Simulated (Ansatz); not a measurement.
## Electronic structure of C3H6SSi in real space

The calculation's input:

```
crystal:
  periodic: [false, false, false]
  atoms:
    - {symbol: C, position_ang: [-1.246223, 0.222669, 0.860700]}
    - {symbol: C, position_ang: [-0.129736, -0.426741, 0.094290]}
    - {symbol: Si, position_ang: [1.695537, -0.052006, -0.310490]}
    - {symbol: C, position_ang: [0.151552, -0.094409, -1.311219]}
    - {symbol: S, position_ang: [-0.689740, 0.580526, -2.500585]}
    - {symbol: H, position_ang: [-1.236854, 1.303194, 0.704405]}
    - {symbol: H, position_ang: [-1.158922, 0.023511, 1.930213]}
    - {symbol: H, position_ang: [-2.216309, -0.147176, 0.517894]}
    - {symbol: H, position_ang: [-0.034679, -1.508902, 0.261667]}
    - {symbol: H, position_ang: [2.342920, 1.260529, -0.094780]}
    - {symbol: H, position_ang: [2.587854, -1.218095, -0.131595]}
basis:
  gaussian: {orbitals: def2-TZVPP}
hamiltonian: {xc: pbe0, dispersion: d4}
output: {orbitals: {seedname: orbitals}}
```

Command:

```sh
ansatz run in.yaml --threads 4 --pin off --events-out ev --progress --plain --max-ram 10444MiB
```

Geometry: PBE0-D4/def2-TZVP.

All numbers below come from RKS PBE0-D4/def2-TZVPP in Ansatz 0.2.0.

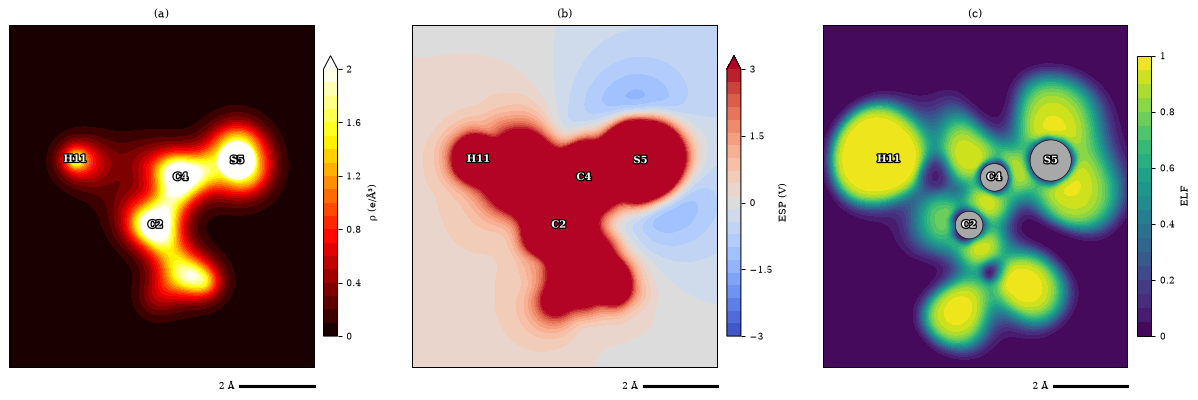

Figure 1. (a) electron density; (b) molecular electrostatic potential; (c) ELF on the plane of atoms C2, C4 and S5. Grey discs cover the atomic cores in the ELF map.

> Read the bonding off the picture.

- Atoms in the plane: C, S and H.
- C–C (1.47 Å): ρ is about 1.8 e/Å³ halfway; the ELF peaks at about 0.95 between the atoms; a covalent bond.
- C–S (1.61 Å): ρ at the midpoint is about 1.7 e/Å³; the ELF peaks at about 0.90 between the atoms: a covalent bond.
- The ELF also peaks beside S5, away from the bonds: lone-pair regions.
- Outside the dense part of the molecule the potential is most negative (−1.3 V) near S5.

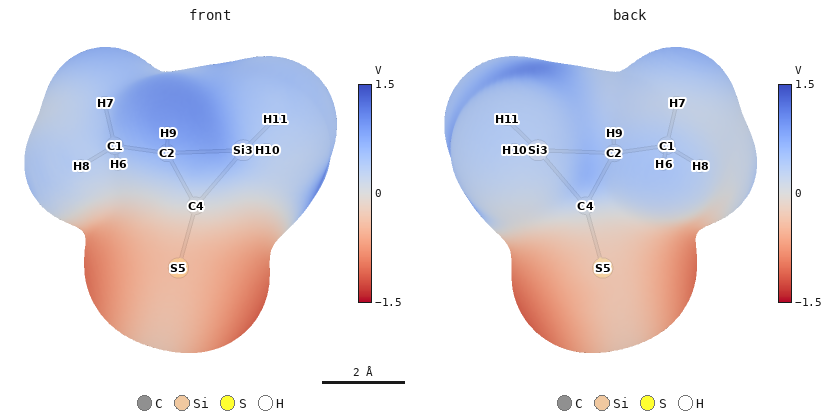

Figure 2. The molecular electrostatic potential painted on the density surface at 0.001 e/bohr³, seen from the front and from behind; the colour scale runs from red (negative) to blue (positive).

> Where is the surface potential most negative and most positive?

The most negative region (about −1.1 V) lies over S5, the most positive (about +1.0 V) over Si3 and H9.

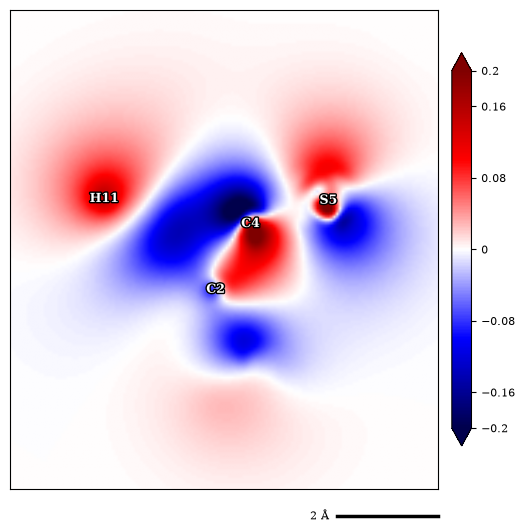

Figure 3. The LUMO on the plane of atoms C2, C4 and S5 (values in Å⁻³ᐟ²; the overall sign is arbitrary).

> What is the character of this orbital?

Its weight (Hirshfeld) is mainly on S5 (about 40 %), C4 (about 30 %), Si3 (about 15 %) and C2 (about 5 %); π-antibonding (π*) across S5–C4. Its energy is −2.32 eV.
